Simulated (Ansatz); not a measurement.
# Calculations on CH₇N₃Si

**1. Relaxation**

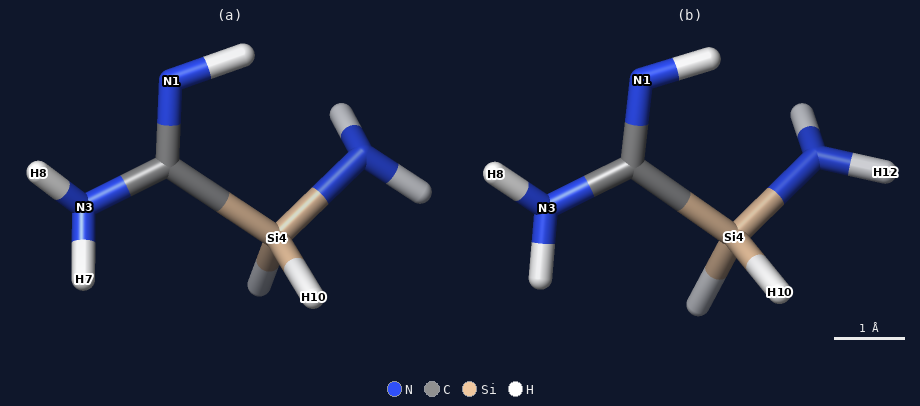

The structure of CH7N3Si before (left) and after (right) a relaxation, at one scale.

Style: stick. Shown at a tilt.

The run prepares an end point of a later path (torsion) calculation, from a guessed geometry.

Theory: Ansatz 0.2.0, RKS B3LYP-D4/def2-SVP. Set-up: no spin polarisation; force threshold 0.015 eV/Å; at most 40 steps.

Question: Summarise the run.

Answer: After 9 accepted moves (12 points after the start) the energy has fallen by 0.754 eV. The largest force component goes from 5.1 to 0.013 eV/Å. The line search rejected the trial steps at points 2, 6, 11 of the run. The atom that moves furthest after the best rigid fit is an H atom (0.46 Å). By element the largest moves are H 0.46 Å, N 0.19 Å, C 0.09 Å, Si 0.04 Å. Among the contacts that change: H–Si 1.403 → 1.500 Å, H–N 1.108 → 1.024 Å, C–Si 1.986 → 1.912 Å, H–N 1.075 → 1.011 Å. Bond angles that change, for instance: Si–N–H 105.4° → 120.0°, N–Si–H 105.6° → 116.7°, Si–N–H 109.8° → 120.2°.

**2. Relaxation**

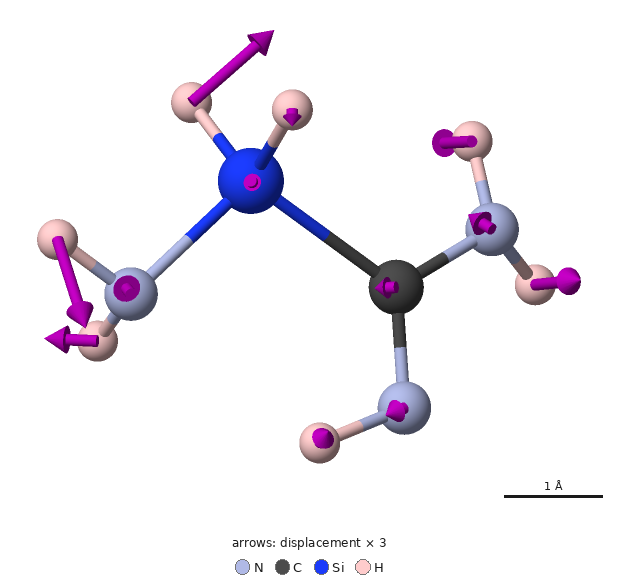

A relaxation of CH7N3Si. The starting structure is drawn; purple arrows show the displacements, 3 times their true length. The two geometries are superimposed by the best rigid fit.

The picture is a ball-and-stick view, seen at a tilt.

The run prepares an end point of a later path (torsion) calculation, from a guessed geometry.

Computed with Ansatz, RKS B3LYP-D4/def2-SVP. (no spin polarisation; force threshold 0.015 eV/Å; at most 40 steps)

> What did the optimiser do to the structure, and how much energy did it gain?

An H atom moves most after the best rigid fit: 0.40 Å. Largest moves by element: H 0.40 Å, N 0.14 Å, C 0.08 Å, Si 0.06 Å. Some distances before and after: H–Si 1.403 → 1.502 Å, H–N 1.108 → 1.025 Å, C–Si 1.986 → 1.911 Å, H–N 1.075 → 1.017 Å. Bond angles that change, for instance: Si–N–H 105.4° → 120.1°, N–Si–H 105.6° → 116.4°, Si–N–H 109.8° → 120.4°. Over 7 accepted moves (8 points after the start) the energy falls by 0.820 eV. The largest force component goes from 4 to 0.0072 eV/Å. The line search rejected the trial step at point 4 of the run.

**3. Path**

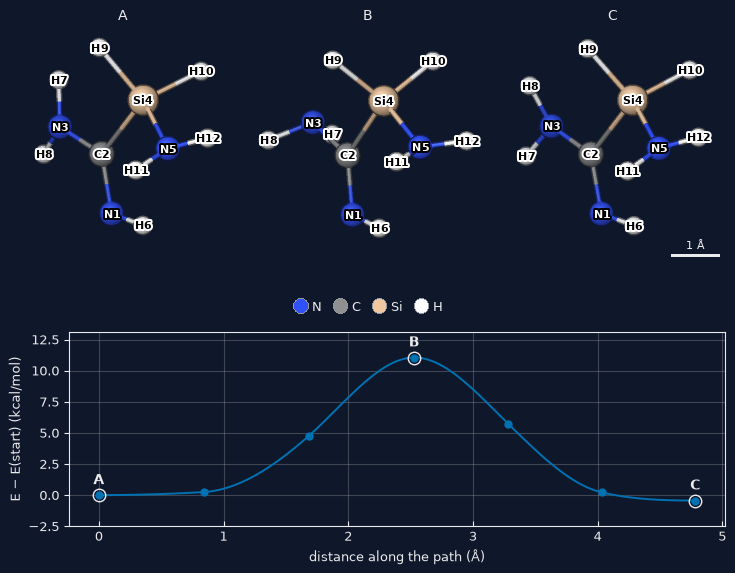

NEB run on CH7N3Si. Images are numbered from 0 (start) to 6 (end). Frames A to C are images 0, 3, 6. The picture is a ball-and-stick view, seen from a free direction.

All numbers below come from RKS B3LYP-D4/def2-SVP in Ansatz. Run with 5 movable images; climbing image; force threshold 0.05 eV/Å; iteration limit 60; starting path through a guess of the saddle point.

Question: What happens along the path, and what is the barrier?

Answer: The energy climbs by 11.1 kcal/mol to image 3 and then falls by 11.5 kcal/mol, so the end point sits at −0.4 kcal/mol. The motion is a rotation about the C2–N3 bond by about 170°. No bond forms or breaks between the ends. Among the angles between lasting bonds that change up to the highest image: H7–N3–H8 117.3° → 104.6°, C2–N3–H7 120.8° → 108.2°. The band is converged. At the top, the vibrational analysis gives one imaginary mode (449i cm⁻¹), as a transition state must have.

The run took 5.5 min on 2 threads of Arm Neoverse N1 (shared host), peak memory 0.25 GiB.
